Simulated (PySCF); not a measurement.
# C₇H₁₄: NMR shifts and electronic excitations in gas and solvents, part 2 of 2

PySCF 2.14.0. Atoms count from 0.

**7. Shielding tensors: wB97X-D/pcSseg-1 in chloroform**

What the job is given:

```
{"job": {"kind": "nmr", "xc": "wB97X-D", "basis": "pcSseg-1", "solvent": "chloroform", "pop": false}, "charge": 0, "multiplicity": 1}
C     -3.236341    -0.081836    -0.519768
C     -2.006594    -0.650721     0.169304
C     -0.747802     0.173706    -0.061085
C      0.488996    -0.386700     0.628022
C      1.731967     0.429481     0.381408
C      2.540444     0.217408    -0.865497
C      3.091528    -0.194803     0.469029
H     -3.089177    -0.018248    -1.610055
H     -3.460652     0.935592    -0.160589
H     -4.128265    -0.701352    -0.340473
H     -1.830465    -1.684236    -0.178728
H     -2.193212    -0.731840     1.255021
H     -0.920409     1.208807     0.286141
H     -0.551868     0.253948    -1.145525
H      0.304645    -0.458109     1.715291
H      0.664213    -1.422457     0.284909
H      1.661971     1.467430     0.728247
H      2.976671     1.086391    -1.365014
H      2.216391    -0.572997    -1.549753
H      3.145231    -1.264612     0.692298
H      3.909345     0.390262     0.897803
```

With the program's defaults for keys left out, this is: GIAO wB97X-D/pcSseg-1 NMR shielding, non-relativistic, IEF-PCM chloroform.

The program printed:

```text
coarse grid: 16288 points
cycle   1  E = -274.9576048293  dE =  9.417e-01  |g| = 2.640e-01  |ddm| = 3.794e+00
cycle   2  E = -274.9731225929  dE = -1.552e-02  |g| = 1.588e-01  |ddm| = 3.627e-01
cycle   3  E = -274.9794408278  dE = -6.318e-03  |g| = 2.883e-02  |ddm| = 1.345e-01
cycle   4  E = -274.9796783636  dE = -2.375e-04  |g| = 4.155e-03  |ddm| = 3.346e-02
cycle   5  E = -274.9796822516  dE = -3.888e-06  |g| = 1.522e-03  |ddm| = 4.890e-03
final grid: 153664 points
cycle   6  E = -275.0268697069  dE = -2.882e-04  |g| = 4.303e-03  |ddm| = 5.219e-02
cycle   7  E = -275.0268749000  dE = -5.193e-06  |g| = 2.361e-03  |ddm| = 1.024e-02
cycle   8  E = -275.0268761330  dE = -1.233e-06  |g| = 6.626e-04  |ddm| = 2.234e-03
cycle   9  E = -275.0268762841  dE = -1.511e-07  |g| = 9.195e-05  |ddm| = 1.285e-03
cycle  10  E = -275.0268762869  dE = -2.814e-09  |g| = 3.833e-05  |ddm| = 2.156e-04
cycle  11  E = -275.0268762874  dE = -4.429e-10  |g| = 8.017e-06  |ddm| = 6.780e-05
converged SCF energy = -275.0268762874

GIAO shielding tensors (ppm)
atom      isotropic    diamagn.    paramagn.     s11        s22        s33       span
  0 C      168.298     244.106     -75.808    156.726    162.000    186.167     29.441
  1 C      158.593     247.018     -88.426    146.657    155.944    173.177     26.520
  2 C      149.902     250.924    -101.022    129.601    145.887    174.218     44.617
  3 C      146.821     247.424    -100.603    126.154    143.738    170.571     44.417
  4 C      172.196     245.555     -73.359    141.750    158.727    216.112     74.361
  5 C      178.982     252.698     -73.716    147.088    174.140    215.718     68.630
  6 C      179.158     257.371     -78.213    150.371    173.312    213.790     63.420
  7 H       30.443      28.825       1.618     26.187     28.910     36.233     10.046
  8 H       30.430      28.516       1.914     26.289     28.672     36.329     10.039
  9 H       30.196      26.076       4.120     25.569     27.334     37.685     12.116
 10 H       30.321      31.770      -1.449     25.285     30.675     35.005      9.720
 11 H       30.223      31.368      -1.145     25.069     30.453     35.149     10.080
 12 H       30.199      34.421      -4.222     25.531     31.386     33.679      8.148
 13 H       30.186      35.014      -4.829     24.951     32.452     33.155      8.204
 14 H       29.578      32.455      -2.877     24.042     30.359     34.332     10.290
 15 H       31.241      33.843      -2.602     25.934     32.611     35.176      9.242
 16 H       30.839      31.707      -0.869     23.957     28.974     39.585     15.628
 17 H       30.941      30.252       0.689     25.501     26.240     41.083     15.582
 18 H       31.369      31.868      -0.499     26.289     28.542     39.276     12.987
 19 H       31.279      31.464      -0.185     25.344     28.826     39.666     14.322
 20 H       30.907      29.716       1.190     25.025     26.421     41.274     16.249
```

Wall time 1.8 min (1 thread of AMD EPYC, shared host); peak memory 1 GiB.

In short: δ C3 38.5, C2 35.4, C1 26.7, C0 17.0, H12 1.17, H10 1.09 ppm (means over like atoms).

**8. TDDFT and polarisability: CAM-B3LYP/def2-SVPD**

Same as in step 7 but for these lines:

```diff
@@ -1,2 +1,2 @@
-{"job": {"kind": "nmr", "xc": "wB97X-D", "basis": "pcSseg-1", "solvent": "chloroform", "pop": false}, "charge": 0, "multiplicity": 1}
+{"job": {"kind": "uv", "xc": "CAM-B3LYP", "basis": "def2-SVPD", "dynamic": true, "nstates": 6, "ntriplets": 0}, "charge": 0, "multiplicity": 1}
 C     -3.236341    -0.081836    -0.519768
```

Method: TDDFT CAM-B3LYP/def2-SVPD, vertical, gas phase, core orbitals frozen in the response.

The program printed:

```text
coarse grid: 16288 points
cycle   1  E = -274.7061539886  dE =  7.987e-01  |g| = 3.121e-01  |ddm| = 6.855e+00
cycle   2  E = -274.7208246577  dE = -1.467e-02  |g| = 2.412e-01  |ddm| = 9.686e-01
cycle   3  E = -274.7360870811  dE = -1.526e-02  |g| = 2.887e-02  |ddm| = 4.124e-01
cycle   4  E = -274.7363179947  dE = -2.309e-04  |g| = 7.443e-03  |ddm| = 7.959e-02
cycle   5  E = -274.7363301493  dE = -1.215e-05  |g| = 2.329e-03  |ddm| = 1.909e-02
cycle   6  E = -274.7363314420  dE = -1.293e-06  |g| = 3.335e-04  |ddm| = 5.199e-03
final grid: 153664 points
cycle   7  E = -274.7958840306  dE = -4.717e-05  |g| = 3.687e-03  |ddm| = 1.202e-01
cycle   8  E = -274.7958850935  dE = -1.063e-06  |g| = 3.232e-03  |ddm| = 1.618e-02
cycle   9  E = -274.7958878018  dE = -2.708e-06  |g| = 1.420e-04  |ddm| = 5.215e-03
cycle  10  E = -274.7958878085  dE = -6.786e-09  |g| = 8.137e-05  |ddm| = 9.108e-04
cycle  11  E = -274.7958878101  dE = -1.576e-09  |g| = 1.190e-05  |ddm| = 1.804e-04
cycle  12  E = -274.7958878102  dE = -5.241e-11  |g| = 4.080e-06  |ddm| = 5.350e-05
converged SCF energy = -274.7958878102

Static polarisability (au): isotropic 84.137, principal 74.038 78.830 99.544

Singlet excitations
state   eV       nm        f      main configurations
  1   7.8859    157.2   0.00453   H->L 0.40, H->L+1 0.33, H->L+2 0.18
  2   8.1415    152.3   0.00404   H-1->L+1 0.39, H-1->L 0.33, H-1->L+2 0.13
  3   8.1874    151.4   0.00891   H->L+2 0.35, H->L+3 0.32, H->L+1 0.10
  4   8.3678    148.2   0.01950   H->L+3 0.33, H->L+1 0.22, H->L+2 0.15
  5   8.4690    146.4   0.00833   H-1->L+2 0.41, H-1->L+3 0.35
  6   8.5394    145.2   0.00914   H->L+4 0.19, H->L+3 0.19, H->L 0.15
```

Run time: 2.8 min. Hardware: 1 thread of AMD EPYC, shared host; peak memory 1.2 GiB.

The orbitals next to the gap, with their largest atomic shares:

```tsv
orbital	eV	atoms
HOMO−3	-10.55	C2 18 %, C1 17 %, C3 12 %
HOMO−2	-10.40	C1 21 %, C2 20 %, H10 9 %
HOMO−1	-9.58	C5 31 %, C6 27 %, C4 14 %
HOMO	-9.26	C4 30 %, C6 19 %, C5 16 %
LUMO	1.51	C0 16 %, C1 12 %, C2 9 %
LUMO+1	1.80	C6 19 %, C0 11 %, H20 10 %
LUMO+2	1.90	H16 13 %, H17 11 %, H12 7 %
```

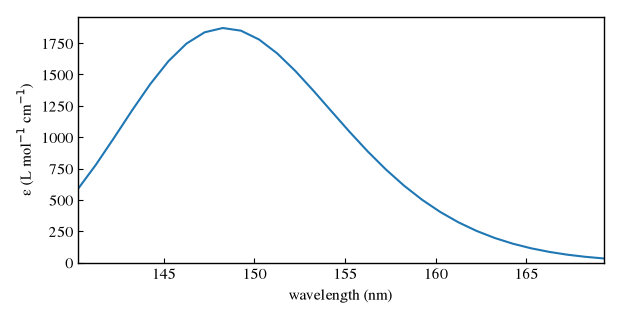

Absorption spectrum: each of the 6 states is a Gaussian band of 0.4 eV half-width at 1/e. Beyond the last state computed it falls off for lack of states.

Further results of this job:

```tsv
property	computed
dipole moment (D)	0.12
polarisability (Å³)	12.47
HOMO–LUMO gap (eV)	10.78
−ε(HOMO) (eV)	9.26
C6 with itself (au)	3118
```

**9. TDDFT and polarisability: CAM-B3LYP/def2-SVPD in chloroform**

Same as in step 8 but for these lines:

```diff
@@ -1,2 +1,2 @@
-{"job": {"kind": "uv", "xc": "CAM-B3LYP", "basis": "def2-SVPD", "dynamic": true, "nstates": 6, "ntriplets": 0}, "charge": 0, "multiplicity": 1}
+{"job": {"kind": "uv", "xc": "CAM-B3LYP", "basis": "def2-SVPD", "solvent": "chloroform", "nstates": 6, "ntriplets": 0}, "charge": 0, "multiplicity": 1}
 C     -3.236341    -0.081836    -0.519768
```

Level: TDDFT CAM-B3LYP/def2-SVPD, vertical, IEF-PCM chloroform (non-equilibrium linear response), core orbitals frozen in the response.

The program printed:

```text
coarse grid: 16288 points
cycle   1  E = -274.7085329429  dE =  7.968e-01  |g| = 3.073e-01  |ddm| = 6.852e+00
cycle   2  E = -274.7235021473  dE = -1.497e-02  |g| = 2.311e-01  |ddm| = 9.383e-01
cycle   3  E = -274.7374722167  dE = -1.397e-02  |g| = 2.794e-02  |ddm| = 4.084e-01
cycle   4  E = -274.7376944132  dE = -2.222e-04  |g| = 5.965e-03  |ddm| = 7.493e-02
cycle   5  E = -274.7377019839  dE = -7.571e-06  |g| = 2.056e-03  |ddm| = 1.517e-02
final grid: 153664 points
cycle   6  E = -274.7972413785  dE = -4.705e-05  |g| = 4.269e-03  |ddm| = 1.204e-01
cycle   7  E = -274.7972424804  dE = -1.102e-06  |g| = 3.900e-03  |ddm| = 1.780e-02
cycle   8  E = -274.7972463522  dE = -3.872e-06  |g| = 1.529e-04  |ddm| = 6.467e-03
cycle   9  E = -274.7972463586  dE = -6.466e-09  |g| = 1.110e-04  |ddm| = 9.496e-04
cycle  10  E = -274.7972463617  dE = -3.015e-09  |g| = 1.268e-05  |ddm| = 2.240e-04
cycle  11  E = -274.7972463617  dE = -6.366e-11  |g| = 4.479e-06  |ddm| = 5.959e-05
converged SCF energy = -274.7972463617

Static polarisability (au): isotropic 102.963, principal 94.388 100.015 114.486

Singlet excitations
state   eV       nm        f      main configurations
  1   7.9206    156.5   0.00649   H->L 0.39, H->L+1 0.33, H->L+2 0.17
  2   8.1757    151.6   0.00784   H-1->L+1 0.36, H-1->L 0.30, H-1->L+2 0.13
  3   8.2321    150.6   0.01475   H->L+3 0.40, H->L+2 0.25, H->L+1 0.13
  4   8.3572    148.4   0.01904   H->L+3 0.33, H->L+2 0.19, H->L+1 0.18
  5   8.5141    145.6   0.01824   H-1->L+3 0.40, H-1->L+2 0.30, H-1->L+1 0.09
  6   8.5491    145.0   0.01228   H->L+4 0.21, H->L 0.17, H->L+2 0.14
```

Wall time 2.3 min (1 thread of AMD EPYC, shared host); peak memory 1.3 GiB.

This run: HOMO -9.18 eV, LUMO 1.63 eV; lowest singlet 7.92 eV.

**10. TDDFT and polarisability: CAM-B3LYP/def2-SVPD in dimethylsulfoxide**

Same as in step 9 but for these lines:

```diff
@@ -1,2 +1,2 @@
-{"job": {"kind": "uv", "xc": "CAM-B3LYP", "basis": "def2-SVPD", "solvent": "chloroform", "nstates": 6, "ntriplets": 0}, "charge": 0, "multiplicity": 1}
+{"job": {"kind": "uv", "xc": "CAM-B3LYP", "basis": "def2-SVPD", "solvent": "dimethylsulfoxide", "nstates": 6, "ntriplets": 0}, "charge": 0, "multiplicity": 1}
 C     -3.236341    -0.081836    -0.519768
```

With the program's defaults for keys left out, this is: TDDFT CAM-B3LYP/def2-SVPD, vertical, IEF-PCM dimethylsulfoxide (non-equilibrium linear response), core orbitals frozen in the response.

The program printed:

```text
coarse grid: 16288 points
cycle   1  E = -274.7094606658  dE =  7.960e-01  |g| = 3.057e-01  |ddm| = 6.850e+00
cycle   2  E = -274.7245390573  dE = -1.508e-02  |g| = 2.276e-01  |ddm| = 9.344e-01
cycle   3  E = -274.7380673350  dE = -1.353e-02  |g| = 2.765e-02  |ddm| = 4.075e-01
cycle   4  E = -274.7382866362  dE = -2.193e-04  |g| = 5.604e-03  |ddm| = 7.356e-02
cycle   5  E = -274.7382932689  dE = -6.633e-06  |g| = 1.984e-03  |ddm| = 1.411e-02
final grid: 153664 points
cycle   6  E = -274.7978266384  dE = -4.712e-05  |g| = 4.217e-03  |ddm| = 1.202e-01
cycle   7  E = -274.7978278055  dE = -1.167e-06  |g| = 3.815e-03  |ddm| = 1.775e-02
cycle   8  E = -274.7978315032  dE = -3.698e-06  |g| = 1.478e-04  |ddm| = 6.355e-03
cycle   9  E = -274.7978315099  dE = -6.723e-09  |g| = 1.040e-04  |ddm| = 9.541e-04
cycle  10  E = -274.7978315126  dE = -2.678e-09  |g| = 1.170e-05  |ddm| = 2.062e-04
cycle  11  E = -274.7978315127  dE = -6.196e-11  |g| = 4.160e-06  |ddm| = 6.089e-05
converged SCF energy = -274.7978315127

Static polarisability (au): isotropic 112.905, principal 106.634 111.917 120.164

Singlet excitations
state   eV       nm        f      main configurations
  1   7.9400    156.2   0.00659   H->L 0.38, H->L+1 0.33, H->L+2 0.16
  2   8.1929    151.3   0.01000   H-1->L+1 0.34, H-1->L 0.28, H-1->L+2 0.13
  3   8.2571    150.2   0.01642   H->L+3 0.41, H->L+2 0.21, H->L+1 0.15
  4   8.3583    148.3   0.01597   H->L+3 0.33, H->L+2 0.19, H->L+1 0.15
  5   8.5381    145.2   0.02368   H-1->L+3 0.35, H-1->L+2 0.27, H-1->L+1 0.12
  6   8.5614    144.8   0.00987   H->L+4 0.19, H-1->L+3 0.17, H->L 0.16
```

Run time: 2.7 min. Hardware: 1 thread of AMD EPYC, shared host; peak memory 1.3 GiB.

This run: HOMO -9.17 eV, LUMO 1.66 eV; lowest singlet 7.94 eV.

**11. Side by side: NMR shifts**

Shifts (ppm) of some atoms, chosen among heavy atoms and hydrogens apart, means over like atoms, with basis size and wall time:

```tsv
run	C2	C1	C0	C4	C5	H16	H18	functions	time
PBE0/pcSseg-1 in chloroform	36.1	27.4	16.9	13.3	6.1	0.55	0.01	189	1.7 min
PBE0/pcSseg-1 in dimethylsulfoxide	36.3	27.5	17.0	13.5	6.1	0.58	0.03	189	93 s
PBE0/pcSseg-1 in water	36.3	27.5	17.0	13.5	6.1	0.58	0.03	189	92 s
WP04/pcSseg-1 in chloroform	36.2	29.0	18.4	15.2	7.5	0.52	0.08	189	78 s
wB97X-D/pcSseg-1 in chloroform	35.4	26.7	17.0	13.1	6.2	0.52	0.04	189	1.8 min
measured	–	–	–	10.9	4.4	–	–	–	–
```

Measured: solution, not stated per compound (mostly CDCl3 or CCl4); Pretsch, Buehlmann, Badertscher, Structure Determination of Organic Compounds, 4th ed. (2009).

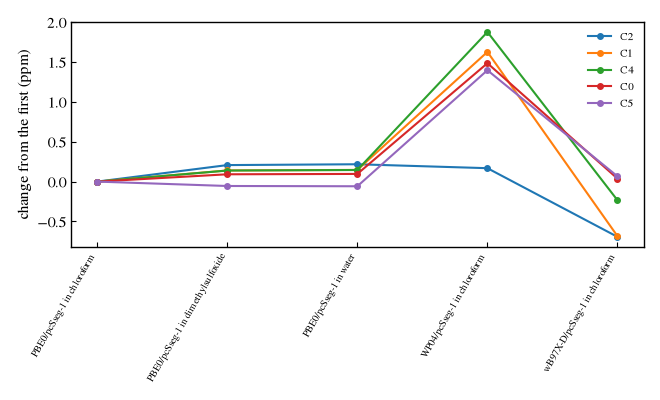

How five of the tabulated atoms move from run to run.

**12. Run by run: electronic excitations**

Excitations and ground-state properties, with basis size and wall time:

```tsv
run	lowest singlet (eV)	brightest (eV)	f	gap (eV)	α (Å³)	μ (D)	functions	time
CAM-B3LYP/def2-SVPD	7.89	8.37	0.019	10.78	12.47	0.12	252	2.8 min
CAM-B3LYP/def2-SVPD in chloroform	7.92	8.36	0.019	10.81	15.26	0.15	252	2.3 min
CAM-B3LYP/def2-SVPD in dimethylsulfoxide	7.94	8.54	0.024	10.83	16.73	0.17	252	2.7 min
```

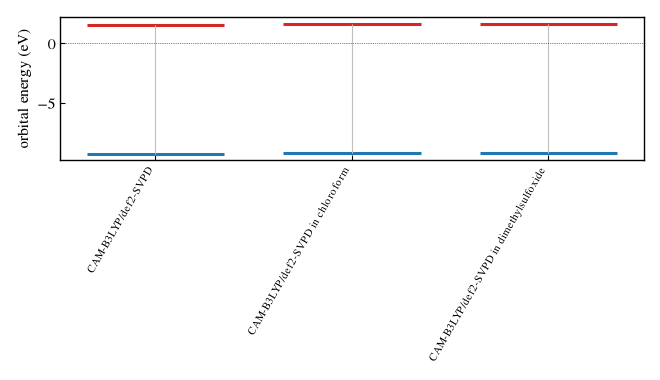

HOMO (blue) and LUMO (red) run by run.

The continuum's effect on the ground state:

```tsv
solvent	ε	polarisation energy (Eh)	μ (D)
chloroform	4.71	-0.0014	0.15
dimethylsulfoxide	46.83	-0.0021	0.17
```

**13. Results**

The summary covers parts 1 to 2.

```
                                                                           quantity                                         value
                                                                        point group                                            C1
                                               rotational constants (main isotopes)                          8.76, 0.97, 0.94 GHz
¹³C shifts against TMS (PBE0/pcSseg-1, chloroform, means over atoms taken as alike)         39.3, 36.1, 27.4, 16.9, 13.3, 6.1 ppm
 ¹H shifts against TMS (PBE0/pcSseg-1, chloroform, means over atoms taken as alike)  1.20, 1.13, 1.00, 0.99, 0.55, 0.44, 0.01 ppm
                                           measured, and computed on the same scale            C4 δ 10.9, 13.3; C5 δ 4.4, 6.1 ppm
                                               lowest singlet (CAM-B3LYP/def2-SVPD)                   7.89 eV (157 nm), f = 0.005
                                           brightest single state of those computed                   state 4, 8.37 eV, f = 0.019
                                      range of the shift of C2 (PBE0/pcSseg-1 runs)                              36.1 to 36.3 ppm
                                                        range of the lowest singlet                               7.89 to 7.94 eV
```

**Reading.** Over 3 steps the energy fell by 0.059 eV; of the close pairs, C5–H18 changed most, 1.079 to 1.095 Å. At PBE0/pcSseg-1: The largest span, 75 ppm, is at C4, where the paramagnetic term is -73 ppm. Against the measured ¹³C shifts the unscaled results are off by 2.1 ppm on average (signed mean +2.1, 2 signals). Vibration and temperature are missing from the calculation, and it holds one conformer, so part of the miss against the measured shifts is not the functional's. The lowest singlet, at 7.89 eV, is HOMO→LUMO 0.40, HOMO→LUMO+1 0.33 and is weak; of the 6 states computed, the strongest absorption comes from state 4 at 8.37 eV. At one level, PBE0/pcSseg-1: Across the 3 runs the shift of C2 moves most, between 36.1 (PBE0/pcSseg-1 in chloroform) and 36.3 ppm (PBE0/pcSseg-1 in water). The lowest singlet runs from 7.89 eV (CAM-B3LYP/def2-SVPD) to 7.94 eV (CAM-B3LYP/def2-SVPD in dimethylsulfoxide), while the orbital gap spans 10.78 to 10.83 eV. The lowest state need not be the same one in every run. The continuum holds electrostatics alone: no hydrogen bonds to the solvent, and the gas-phase geometry is kept.
